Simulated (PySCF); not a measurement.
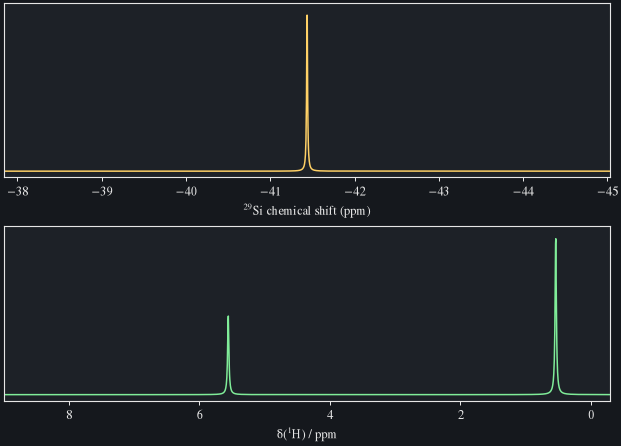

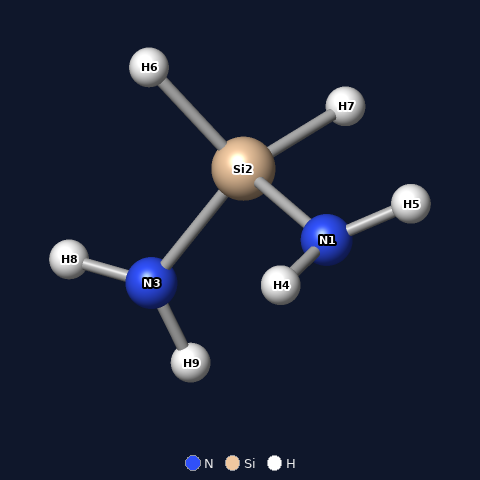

Spectrum and numbered structure of SiN₂H₆, SMILES N[SiH2]N. GIAO shifts, LDA/pcSseg-2 with PySCF 2.14.0, at a PBE0-D3(BJ)/def2-SVP geometry (no frequency check), against TMS for ²⁹Si and TMS for ¹H computed at the same level. Gas phase, fully decoupled, line heights follow the number of nuclei, widths are arbitrary (no quadrupolar broadening); values of one conformer, averaged over nuclei that symmetry, rotation about single bonds or inversion at nitrogen exchange, these motions taken as fast. Protons on N, O or S are those of the isolated molecule, without hydrogen bonds to neighbours or exchange.

Where does the ²⁹Si line lie?

Answer. At −41.4 ppm (Si2).

Which atoms give which ¹H line?

Answer.
```tsv
δ (ppm)	nuclei	atoms
5.56	2	H6, H7
0.54	4	H4, H5, H8, H9
```
